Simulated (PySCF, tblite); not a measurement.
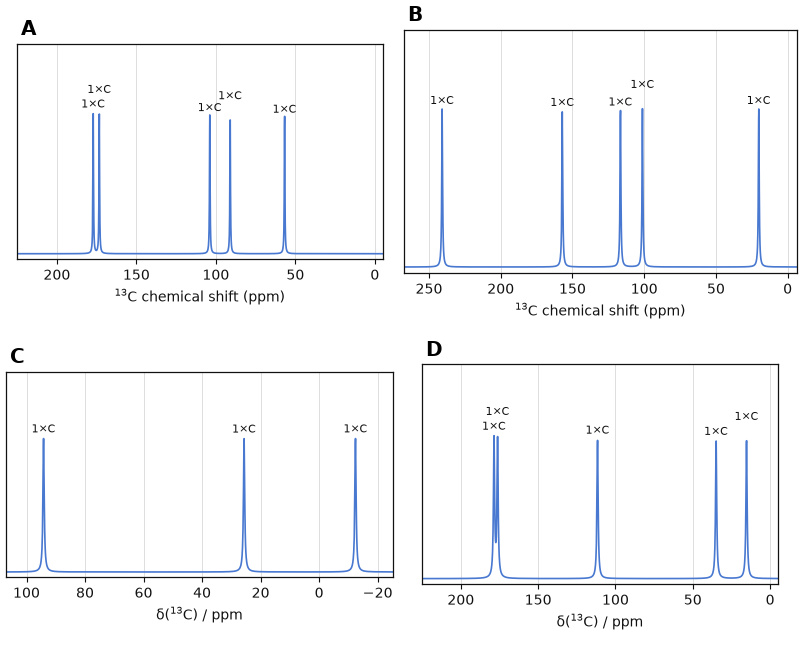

GIAO shifts, PBE0/pcSseg-1, PySCF, at a GFN2-xTB geometry (a minimum by its frequencies), against TMS for ¹³C computed at the same level. Gas phase, fully decoupled, line heights follow the number of nuclei, widths are arbitrary (no quadrupolar broadening); values of one conformer, averaged over methyl-type rotors and exact or near symmetry; other conformers aren't averaged in.

Assign the panels.
1. C₅H₇FO₂Si, SMILES C[C@@]1(F)C=CO[SiH2]C1=O
2. C₅H₇FO₂Si, SMILES O=C(O)[C@@H]1C=C(F)C[SiH2]1
3. C₅H₇FO₂Si, SMILES COC1=C[Si@@H](O)C=C1F
4. C₃H₁₀FPSi₂, SMILES F[C@@H]1C[Si@@H](P)C[SiH2]1

A: 3 (177.2 (1 C), 173.3 (1 C), 103.8 (1 C), 91.0 (1 C), 56.8 (1 C) ppm)
B: 1 (240.8 (1 C), 157.1 (1 C), 116.6 (1 C), 101.2 (1 C), 20.1 (1 C) ppm)
C: 4 (94.2 (1 C), 25.6 (1 C), −12.4 (1 C) ppm)
D: 2 (178.5 (1 C), 176.2 (1 C), 111.6 (1 C), 34.9 (1 C), 15.3 (1 C) ppm)

Limits of at least one run: the tight-binding geometry is rougher than a DFT one and adds to the error.
